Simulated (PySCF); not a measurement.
SMILES CS/C=C\c1ccco1 (C₇H₈OS) at its GFN2-xTB optimised geometry (Å):

```
17

C      1.4491    -3.5283     0.0115
S      1.1611    -1.7292     0.0000
C     -0.5829    -1.7292     0.0000
C     -1.3394    -0.6228     0.0000
C     -0.8203     0.7122    -0.0006
C     -1.4655     1.9277     0.0057
C     -0.4538     2.9110     0.0020
C      0.7286     2.2339    -0.0062
O      0.5176     0.9094    -0.0078
H      1.0278    -3.9738    -0.8848
H      1.0091    -3.9649     0.9031
H      2.5243    -3.6717     0.0237
H     -1.0272    -2.7110     0.0004
H     -2.4154    -0.7100     0.0010
H     -2.5243     2.0878     0.0124
H     -0.5864     3.9738     0.0051
H      1.7472     2.5678    -0.0116
```

Level of theory: PBE/def2-SVP (PySCF 2.14.0).

Map of the log10 of the electron density (e/bohr³), floored at −4 on the plane z = 1.2 Å:

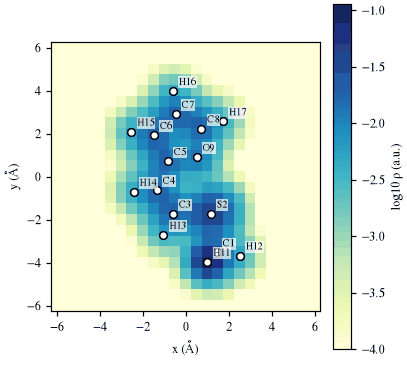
Figure. Log10 of the electron density (e/bohr³), floored at −4 on the plane z = 1.2 Å.
